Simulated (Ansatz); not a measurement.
Three curves of one kind of scan: energy against volume (even scaling of the relaxed cell, symmetry kept). The numbers are results of PBE (plane waves to 420 eV, PAW, scalar-relativistic; Ansatz, a quantum-chemistry and plane-wave program), not measurements. Each is measured from its own zero (the relaxed starting cell). 

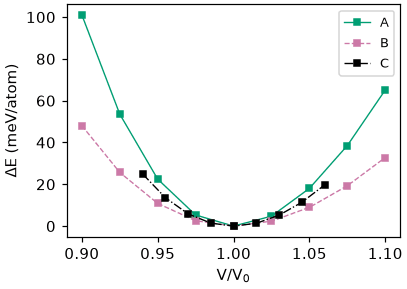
*Curves A, B and C.*

```
V/V₀   ΔE (meV/atom)
-----  -------------
0.900            101
0.950             22
1.000              0
1.050             18
1.100             65
```

Problem. Which curve does this table belong to?

Solution. Curve A, which is Pd (fcc, Cu type). The others: B is Al (fcc, Cu type); C is NiSi2 (fluorite type, space group Fm-3m).

All were relaxed with their symmetry unable to fall. NiSi2 is run without spin polarisation. Pd is run without spin polarisation. The PAW data are Ansatz's earlier set.

(Under strain, the slope of the energy per volume gives the stress and its curvature an elastic modulus.)
